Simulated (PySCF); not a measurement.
# 1,2,4-trifluorobenzene (F-1) (C6H3F3): geometry, NMR shifts, spin-spin couplings and electronic excitations, part 2 of 2

PySCF 2.14.0. Atoms count from 0.

### Step 4. Spin-spin couplings: B3LYP/pcJ-1

What the job is given:

```
{"job": {"kind": "j", "xc": "B3LYP", "basis": "pcJ-1"}, "charge": 0, "multiplicity": 1}
F     -2.472278    -1.255418    -0.469458
C     -1.293084    -0.653561    -0.344278
C     -1.223715     0.732993    -0.388846
C      0.020462     1.349256    -0.259994
C      1.164794     0.584841    -0.088068
F      2.354548     1.159724     0.037663
C      1.071671    -0.807698    -0.043667
F      2.172676    -1.523471     0.126060
C     -0.157293    -1.438371    -0.172380
H     -2.136044     1.315127    -0.523603
H      0.119817     2.435803    -0.289976
H     -0.224013    -2.526244    -0.138308
```

Method: B3LYP/pcJ-1 indirect spin-spin coupling, non-relativistic, gas phase.

Log:

```text
coarse grid: 11640 points
cycle   1  E = -529.7892680832  dE =  1.607e+00  |g| = 7.581e-01  |ddm| = 3.516e+00
cycle   2  E = -529.6782963604  dE =  1.110e-01  |g| = 1.137e+00  |ddm| = 1.388e+00
cycle   3  E = -529.8772981289  dE = -1.990e-01  |g| = 1.187e-01  |ddm| = 8.643e-01
cycle   4  E = -529.8797167865  dE = -2.419e-03  |g| = 5.639e-02  |ddm| = 1.231e-01
cycle   5  E = -529.8804405300  dE = -7.237e-04  |g| = 1.673e-02  |ddm| = 5.251e-02
cycle   6  E = -529.8805038324  dE = -6.330e-05  |g| = 4.806e-03  |ddm| = 1.607e-02
cycle   7  E = -529.8805089396  dE = -5.107e-06  |g| = 1.801e-03  |ddm| = 5.189e-03
final grid: 118176 points
cycle   8  E = -529.9573965825  dE = -1.968e-04  |g| = 9.146e-03  |ddm| = 2.684e-02
cycle   9  E = -529.9573703711  dE =  2.621e-05  |g| = 1.507e-02  |ddm| = 1.707e-02
cycle  10  E = -529.9574109604  dE = -4.059e-05  |g| = 8.161e-04  |ddm| = 1.183e-02
cycle  11  E = -529.9574109786  dE = -1.823e-08  |g| = 7.259e-04  |ddm| = 1.292e-03
cycle  12  E = -529.9574111114  dE = -1.328e-07  |g| = 1.680e-04  |ddm| = 6.964e-04
cycle  13  E = -529.9574111179  dE = -6.551e-09  |g| = 2.343e-05  |ddm| = 1.427e-04
cycle  14  E = -529.9574111180  dE = -1.002e-10  |g| = 1.046e-05  |ddm| = 2.326e-05
converged SCF energy = -529.9574111180

Indirect spin-spin couplings (Hz)
  i      j    bonds     total        FC       PSO       DSO        SD
  0 F    1 C    1   -315.460  -308.496   -11.492     0.913     3.616
  0 F    2 C    2     21.014    32.960   -16.511    -0.126     4.691
  0 F    3 C    3      6.480     9.174    -0.008    -0.324    -2.362
  0 F    4 C    4      6.586     2.130    -1.581    -0.220     6.257
  0 F    5 F    5     23.466     6.750    -1.697    -1.089    19.503
  0 F    6 C    3      7.703    10.929    -0.030    -0.240    -2.956
  0 F    7 F    4     -0.212    -1.707     5.565    -1.015    -3.056
  0 F    8 C    2     24.311    35.895   -16.100    -0.087     4.603
  0 F    9 H    3      7.632    11.182    -2.644    -0.082    -0.823
  0 F   10 H    4      4.647     4.842     1.281    -1.350    -0.127
  0 F   11 H    3      8.566    12.044    -2.647    -0.028    -0.803
  1 C    5 F    4      5.537     0.514    -1.156    -0.227     6.406
  1 C    7 F    3      4.801     7.972     0.051    -0.248    -2.974
  1 C    9 H    2     -4.859    -3.716    -1.000    -0.142         -
  1 C   10 H    3     13.505    13.572     0.307    -0.374         -
  1 C   11 H    2     -5.833    -4.760    -0.938    -0.135         -
  2 C    5 F    3      2.602     6.129    -0.655    -0.318    -2.553
  2 C    7 F    4      6.457     1.025    -0.607    -0.298     6.337
  2 C    9 H    1    174.605   173.340     0.298     0.967         -
  2 C   10 H    2     -0.240     0.858    -0.827    -0.270         -
  2 C   11 H    3      5.603     5.639     0.444    -0.480         -
  3 C    5 F    2     16.763    28.785   -16.787    -0.118     4.883
  3 C    7 F    3     -0.110     0.718     1.449    -0.350    -1.927
  3 C    9 H    2      0.417     1.537    -0.846    -0.273         -
  3 C   10 H    1    172.084   170.905     0.210     0.969         -
  3 C   11 H    4     -0.841    -0.763     0.328    -0.407         -
  4 C    5 F    1   -312.769  -311.631    -6.238     0.996     4.104
  4 C    7 F    2     10.132    23.862   -18.573     0.009     4.835
  4 C    9 H    3     11.278    11.335     0.304    -0.360         -
  4 C   10 H    2     -5.522    -4.357    -1.073    -0.092         -
  4 C   11 H    3      7.584     7.609     0.352    -0.378         -
  5 F    6 C    2     11.769    25.311   -18.430     0.010     4.877
  5 F    7 F    3    -12.519    -4.351   -23.168     0.046    14.955
  5 F    8 C    3     -1.349     0.619     0.709    -0.337    -2.340
  5 F    9 H    4      2.838     3.256     1.034    -1.322    -0.131
  5 F   10 H    3     10.053    13.376    -2.559    -0.010    -0.754
  5 F   11 H    4      6.390     6.664     1.407    -1.490    -0.190
  6 C    7 F    1   -319.500  -311.932   -11.595     0.999     3.029
  6 C    9 H    4     -1.755    -1.700     0.265    -0.320         -
  6 C   10 H    3      9.398     9.435     0.348    -0.385         -
  6 C   11 H    2     -5.969    -4.863    -1.013    -0.093         -
  7 F    8 C    2     17.645    29.779   -16.951    -0.085     4.902
  7 F    9 H    5     -2.123    -1.594     0.969    -1.419    -0.079
  7 F   10 H    4      8.829     8.931     1.632    -1.520    -0.214
  7 F   11 H    3     11.055    14.546    -2.781     0.018    -0.728
  8 C    9 H    3      5.594     5.634     0.433    -0.473         -
  8 C   10 H    4     -1.553    -1.434     0.281    -0.400         -
  8 C   11 H    1    172.972   171.638     0.257     1.077         -
  9 H   10 H    3     10.207    10.398     0.128    -0.319         -
  9 H   11 H    4      2.892     3.007     1.803    -1.918         -
 10 H   11 H    5      0.231     0.361     1.687    -1.817         -
```

It took 59 s on 1 thread, shared host.

A choice of the couplings up to four bonds, sorted by the number of bonds; isotopes 13C, 19F, 1H:

```
  pair  bonds  J (Hz)  Fermi contact (Hz)  dihedral (°)
 C6–F7      1  -319.5              -311.9             –
 F0–C1      1  -315.5              -308.5             –
 C4–F5      1  -312.8              -311.6             –
 C2–H9      1   174.6               173.3             –
C8–H11      1   173.0               171.6             –
C3–H10      1   172.1               170.9             –
 F0–C8      2    24.3                35.9             –
 F0–C2      2    21.0                33.0             –
 F7–C8      2    17.6                29.8             –
 C3–F5      2    16.8                28.8             –
 F5–C6      2    11.8                25.3             –
 C4–F7      2    10.1                23.9             –
C6–H11      2    -6.0                -4.9             –
C1–H11      2    -5.8                -4.8             –
C4–H10      2    -5.5                -4.4             –
C1–H10      3    13.5                13.6           180
 F5–F7      3   -12.5                -4.4             0
 C4–H9      3    11.3                11.3           180
F7–H11      3    11.1                14.5             0
H9–H10      3    10.2                10.4             0
F5–H10      3    10.1                13.4             0
C6–H10      3     9.4                 9.4           180
F0–H11      3     8.6                12.0             0
 F0–C6      3     7.7                10.9           180
F7–H10      4     8.8                 8.9             –
 F0–C4      4     6.6                 2.1             –
 C2–F7      4     6.5                 1.0             –
F5–H11      4     6.4                 6.7             –
 C1–F5      4     5.5                 0.5             –
F0–H10      4     4.6                 4.8             –
H9–H11      4     2.9                 3.0             –
 F5–H9      4     2.8                 3.3             –
 C6–H9      4    -1.8                -1.7             –
```

The spin-dipole term was solved for some atoms only; pairs without it lack that part.

The response was solved for the nuclei of F, H alone, so couplings that need other nuclei can be missing.

Joined with the shifts from before (PBE0/pcSseg-1, scaled to CDCl3), the couplings predict the line list below for 500 MHz. H–H couplings in it are scaled by factors fitted to measured ones, so they differ from the table.

¹H NMR δ 7.04 (m, 1H), 6.81 (m, 1H), 6.73 (m, 1H).

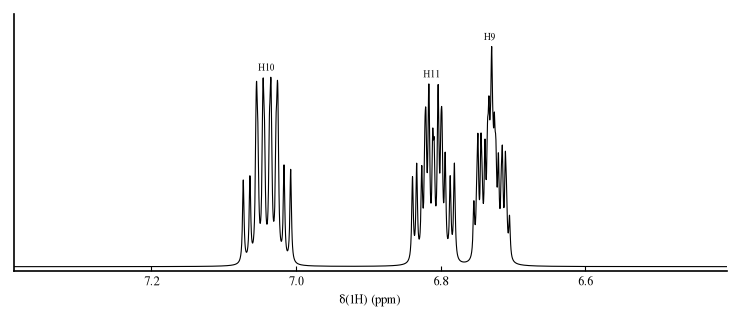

Simulated proton spectrum at 500 MHz, by exact diagonalisation of each spin system; lines 1.2 Hz wide, exchangeable protons uncoupled.

### Step 5. Ultraviolet spectrum: PBE0/def2-SVPD

Settings changed since step 4:

```diff
@@ -1,2 +1,2 @@
-{"job": {"kind": "j", "xc": "B3LYP", "basis": "pcJ-1"}, "charge": 0, "multiplicity": 1}
+{"job": {"kind": "uv", "xc": "PBE0", "basis": "def2-SVPD", "ip": true}, "charge": 0, "multiplicity": 1}
 F     -2.472278    -1.255418    -0.469458
```

With the program's defaults for keys left out, this is: TDDFT PBE0/def2-SVPD, vertical, gas phase, core orbitals frozen in the response.

Log:

```text
coarse grid: 11640 points
cycle   1  E = -528.8921863193  dE =  1.643e+00  |g| = 6.413e-01  |ddm| = 7.692e+00
cycle   2  E = -528.8240556744  dE =  6.813e-02  |g| = 8.996e-01  |ddm| = 1.879e+00
cycle   3  E = -528.9644577569  dE = -1.404e-01  |g| = 9.589e-02  |ddm| = 1.206e+00
cycle   4  E = -528.9662031166  dE = -1.745e-03  |g| = 4.001e-02  |ddm| = 3.113e-01
cycle   5  E = -528.9665874362  dE = -3.843e-04  |g| = 1.160e-02  |ddm| = 1.019e-01
cycle   6  E = -528.9666181043  dE = -3.067e-05  |g| = 4.012e-03  |ddm| = 4.285e-02
cycle   7  E = -528.9666220715  dE = -3.967e-06  |g| = 1.124e-03  |ddm| = 9.235e-03
final grid: 118176 points
cycle   8  E = -529.0381389476  dE = -2.986e-05  |g| = 8.144e-03  |ddm| = 1.872e-01
cycle   9  E = -529.0381215496  dE =  1.740e-05  |g| = 1.274e-02  |ddm| = 3.374e-02
cycle  10  E = -529.0381529694  dE = -3.142e-05  |g| = 8.187e-04  |ddm| = 1.949e-02
cycle  11  E = -529.0381531130  dE = -1.435e-07  |g| = 2.293e-04  |ddm| = 2.125e-03
cycle  12  E = -529.0381531233  dE = -1.034e-08  |g| = 1.194e-04  |ddm| = 8.671e-04
cycle  13  E = -529.0381531271  dE = -3.796e-09  |g| = 2.121e-05  |ddm| = 2.709e-04
cycle  14  E = -529.0381531272  dE = -1.091e-10  |g| = 5.151e-06  |ddm| = 7.648e-05
converged SCF energy = -529.0381531272

Static polarisability (au): isotropic 68.253, principal 41.370 79.821 83.568

Singlet excitations
state   eV       nm        f      main configurations
  1   5.2752    235.0   0.03277   H->L 0.78, H-1->L+1 0.22
  2   6.1807    200.6   0.00062   H->L+1 0.53, H-1->L 0.46
  3   6.7393    184.0   0.00217   H->L+2 0.98
  4   7.0622    175.6   0.54127   H-1->L 0.51, H->L+1 0.45
  5   7.2053    172.1   0.00158   H->L+3 0.99
  6   7.2446    171.1   0.53864   H-1->L+1 0.76, H->L 0.20
  7   7.3993    167.6   0.00210   H-1->L+2 0.97
  8   7.5915    163.3   0.00866   H->L+4 0.95
  9   7.8132    158.7   0.00395   H-1->L+3 0.97
 10   7.9557    155.8   0.00051   H->L+5 0.94

Triplet excitations (Tamm-Dancoff, eV): 4.0733 4.3027 4.7464 5.5569
Vertical ionisation energy (delta-SCF) = 9.3880 eV
```

Run time: 1.8 min. Hardware: 1 thread, shared host.

The orbitals next to the gap, with their largest atomic shares:

```
orbital      eV                      atoms
 HOMO−3  -10.71  F5 15 %, C4 12 %, C2 11 %
 HOMO−2  -10.55  C2 15 %, C3 15 %, F0 12 %
 HOMO−1   -8.05  C8 26 %, C3 21 %, C2 14 %
   HOMO   -7.39  C4 20 %, C1 17 %, C2 14 %
   LUMO   -1.01  C3 23 %, C8 20 %, C6 14 %
 LUMO+1   -0.44  C1 22 %, C4 18 %, C2 15 %
 LUMO+2    0.69  C6 23 %, C4 21 %, F7 13 %
```

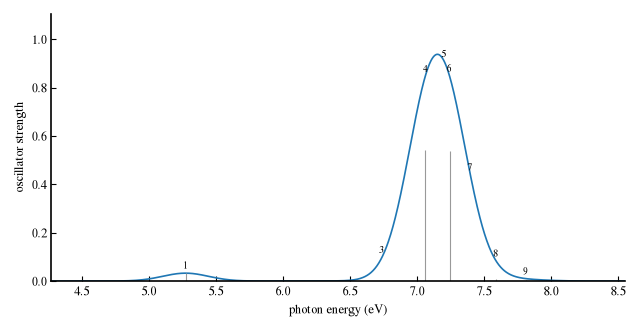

Absorption spectrum from the 10 singlet states computed; above the last one it falls off for lack of states. Lines are broadened to a width of 0.40 eV (Gaussian).

Further results of this job:

```
           property  computed
  dipole moment (D)      1.42
polarisability (Å³)     10.11
 HOMO–LUMO gap (eV)      6.38
      −ε(HOMO) (eV)      7.39
```

### Step 6. Shielding tensors: PBE0/pcSseg-2

Settings changed since step 5:

```diff
@@ -1,2 +1,2 @@
-{"job": {"kind": "uv", "xc": "PBE0", "basis": "def2-SVPD", "ip": true}, "charge": 0, "multiplicity": 1}
+{"job": {"kind": "nmr", "xc": "PBE0", "basis": "pcSseg-2", "pop": false}, "charge": 0, "multiplicity": 1}
 F     -2.472278    -1.255418    -0.469458
```

Method: GIAO PBE0/pcSseg-2 NMR shielding, non-relativistic, gas phase.

Log:

```text
coarse grid: 11640 points
cycle   1  E = -529.5281838812  dE =  1.710e+00  |g| = 7.291e-01  |ddm| = 3.507e+00
cycle   2  E = -529.4456941421  dE =  8.249e-02  |g| = 1.031e+00  |ddm| = 1.151e+00
cycle   3  E = -529.6106821462  dE = -1.650e-01  |g| = 1.131e-01  |ddm| = 6.908e-01
cycle   4  E = -529.6129938503  dE = -2.312e-03  |g| = 4.488e-02  |ddm| = 1.017e-01
cycle   5  E = -529.6134481656  dE = -4.543e-04  |g| = 1.350e-02  |ddm| = 4.046e-02
cycle   6  E = -529.6134874149  dE = -3.925e-05  |g| = 4.566e-03  |ddm| = 1.284e-02
cycle   7  E = -529.6134922751  dE = -4.860e-06  |g| = 1.322e-03  |ddm| = 4.017e-03
final grid: 118176 points
cycle   8  E = -529.6112431540  dE = -1.076e-04  |g| = 7.659e-03  |ddm| = 7.075e-02
cycle   9  E = -529.6112287919  dE =  1.436e-05  |g| = 1.182e-02  |ddm| = 1.282e-02
cycle  10  E = -529.6112558334  dE = -2.704e-05  |g| = 1.076e-03  |ddm| = 7.580e-03
cycle  11  E = -529.6112560337  dE = -2.003e-07  |g| = 3.436e-04  |ddm| = 1.427e-03
cycle  12  E = -529.6112560549  dE = -2.122e-08  |g| = 1.768e-04  |ddm| = 3.710e-04
cycle  13  E = -529.6112560625  dE = -7.555e-09  |g| = 3.668e-05  |ddm| = 1.569e-04
cycle  14  E = -529.6112560628  dE = -3.097e-10  |g| = 6.592e-06  |ddm| = 2.519e-05
converged SCF energy = -529.6112560628

GIAO shielding tensors (ppm)
atom      isotropic    diamagn.    paramagn.     s11        s22        s33       span
  0 F      294.024     467.547    -173.523    217.148    293.536    371.387    154.238
  1 C       13.833     250.937    -237.105    -72.670     29.951     84.218    156.888
  2 C       65.831     255.426    -189.595    -17.645     50.570    164.569    182.213
  3 C       57.738     255.167    -197.429    -29.402     36.723    165.892    195.293
  4 C       25.632     253.884    -228.252    -36.563     23.554     89.906    126.469
  5 F      323.403     466.120    -142.717    252.165    290.708    427.335    175.170
  6 C       21.320     253.084    -231.764    -43.066     16.617     90.407    133.473
  7 F      310.512     465.946    -155.434    236.515    275.684    419.338    182.823
  8 C       70.771     256.713    -185.941      5.200     51.193    155.921    150.721
  9 H       24.355      30.350      -5.994     21.091     24.863     27.112      6.021
 10 H       24.008      30.405      -6.397     20.946     24.096     26.982      6.037
 11 H       24.274      30.246      -5.973     21.153     24.313     27.355      6.202
```

It took 95 s on 1 thread, shared host.

In short: δ C1 170.3, C6 162.8, C4 158.5, C3 126.4, H10 7.24, H11 6.97 ppm.

### Step 7. Run by run: NMR shifts

Shifts (ppm) of some atoms, chosen among heavy atoms and hydrogens apart, with basis size and wall time (the measured row can stand on another reference than the computed rows):

```
          run     C1     C6     C4     C3   H10    H9      F0  functions  time
PBE0/pcSseg-1  165.3  158.4  154.3  123.0  7.20  6.88  -113.9        168  17 s
PBE0/pcSseg-2  170.3  162.8  158.5  126.4  7.24  6.89  -118.2        366  95 s
     measured      –      –      –      –     –     –  -116.0          –     –
```

Measured: G. Saielli, R. Bini, A. Bagno, Computational 19F NMR. 2. Organic compounds, RSC Adv. 2014, ESI (exp. from Berger-Braun-Kalinowski 1994 and Everett 1995).

### Step 8. Summary of results

This closing draws on all 2 parts.

```
                                   quantity                                                              value
                                point group                                                                 Cs
       rotational constants (main isotopes)                                               3.10, 1.28, 0.91 GHz
     ¹³C shifts against TMS (PBE0/pcSseg-1)                       165.3, 158.4, 154.3, 123.0, 115.3, 110.6 ppm
      ¹H shifts against TMS (PBE0/pcSseg-1)                                               7.20, 6.96, 6.88 ppm
   ¹⁹F shifts against CFCl3 (PBE0/pcSseg-1)                                         -113.9, -134.0, -146.9 ppm
   measured, and computed on the same scale  F5 δ -143.8, -146.9; F7 δ -133.8, -134.0; F0 δ -116.0, -113.9 ppm
largest coupling of the table (B3LYP/pcJ-1)                                           ¹J(C,F) C6–F7, -319.5 Hz
            lowest singlet (PBE0/def2-SVPD)                                        5.28 eV (235 nm), f = 0.033
   brightest single state of those computed                                        state 4, 7.06 eV, f = 0.541
                             lowest triplet                                                            4.07 eV
          vertical ionisation energy (ΔSCF)                                                            9.39 eV
                   range of the shift of C1                                                 165.3 to 170.3 ppm
```

What this shows: Relaxing lowered the energy by 0.033 eV in 6 steps; the close pair that moved most is C6–F7, from 1.339 to 1.324 Å. At PBE0/pcSseg-1: Shielding is most anisotropic at C3 (span 190 ppm, paramagnetic term -197 ppm). Vibration, temperature and solvent are missing from the calculation, and it holds one conformer, so part of the miss against the measured shifts is not the functional's. NICS(1)zz of -26 ppm above the planar ring from C1 marks a diatropic (aromatic) ring current. In the run at B3LYP/pcJ-1, the largest coupling of the table is C6–F7, -319.5 Hz, of which the Fermi-contact term gives -311.9 Hz. Density functionals describe couplings to fluorine poorly, F–F couplings above all, so those rows are rough. The first singlet state (HOMO→LUMO 0.78, HOMO−1→LUMO+1 0.22) lies at 5.28 eV and is weak; of the 10 states computed, the strongest absorption comes from state 4 at 7.06 eV. The lowest triplet lies 1.20 eV below the lowest singlet (triplets in Tamm-Dancoff, singlets in full TDDFT). ΔSCF puts the ionisation energy at 9.39 eV, 2.00 eV above −ε(HOMO). In ppm, C1 moves most: its shift spreads over 5.0 ppm, from 165.3 (PBE0/pcSseg-1) to 170.3 (PBE0/pcSseg-2).
